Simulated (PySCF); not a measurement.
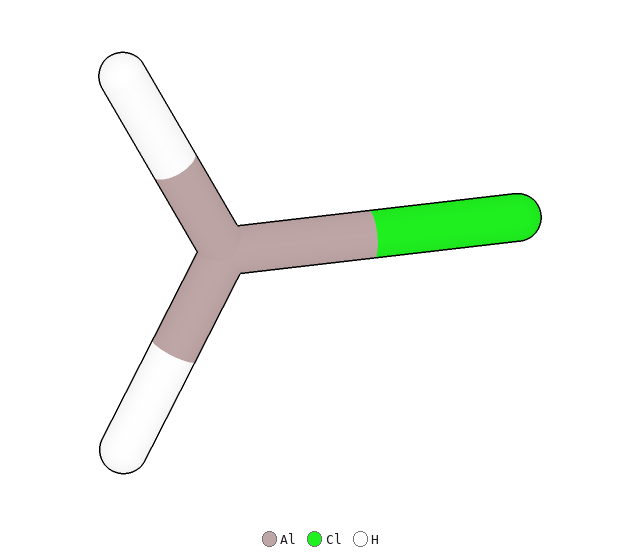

Rendered structure (stick style).

Question: Count the atoms of each element.

Answer: AlClH2, 4 atoms: 1 aluminium, 1 chlorine and 2 hydrogen.

Question: What is the point group of this geometry?

Answer: C2v.

The parts below concern this one geometry. Atoms keep their numbers from picture to picture. The computed structure is the end point of a PBE0-D3(BJ)/def2-SVP optimisation. No frequency run is at hand to confirm it as a minimum.

Geometry

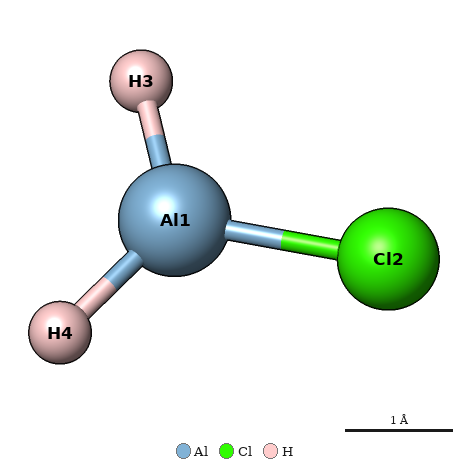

The atoms are numbered. No frequency run is at hand to confirm it as a minimum.

Estimate the angles Cl2–Al1–H3, H3–Al1–H4.

```
     angle  degrees
Cl2–Al1–H3    117.6
 H3–Al1–H4    125.0
```

Charges

The questions are on IAO charges. No frequency run is at hand to confirm it as a minimum. Properties computed with PBE0/STO-3G, gas phase (PySCF 2.14.0).

List the IAO charges.

| atom | value (e) |
| --- | --- |
| Al1 | 0.94 |
| Cl2 | −0.40 |
| H3 | −0.27 |
| H4 | −0.27 |

Quadrupole coupling

No frequency run is at hand to confirm it as a minimum. Electric field gradients from the ground-state density, PBE0/6-31G (PySCF 2.14.0), non-relativistic apart from any core potentials.

Give the largest field-gradient component, the quadrupole coupling constant and the asymmetry for 27Al at Al1 (Q = 146.6 mb), 35Cl at Cl2 (Q = −81.7 mb), 2H at H3 (Q = 2.86 mb).

| atom | V_zz (a.u.) | e²qQ/h (MHz) | η |
| --- | --- | --- | --- |
| Al1 | 0.990 | 34.1 | 0.66 |
| Cl2 | 1.300 | −25.0 | 0.65 |
| H3 | 0.136 | 0.091 | 0.06 |

Electronic properties

No frequency run is at hand to confirm it as a minimum. Properties computed with PBE0/pcSseg-2, gas phase (PySCF 2.14.0).

Computed properties:

- dipole moment: 1.52 D
- HOMO energy (Kohn–Sham orbital): −8.61 eV
- LUMO energy (Kohn–Sham orbital): −1.72 eV
- HOMO–LUMO gap: 6.89 eV

Core levels

No frequency run is at hand to confirm it as a minimum. Properties computed with delta-SCF UKS SCAN, pcX-1 on the ionised atom, pcseg-1 elsewhere, spin-free X2C (PySCF 2.14.0).

Give the core-electron binding energies (to vacuum; p and d levels without spin–orbit splitting) of Al1 1s, Al1 2p, Cl2 1s, Cl2 2p.

```tsv
atom	level	binding energy (eV)
Al1	1s	1568.4
Al1	2p	82.0
Cl2	1s	2828.5
Cl2	2p	206.5
```
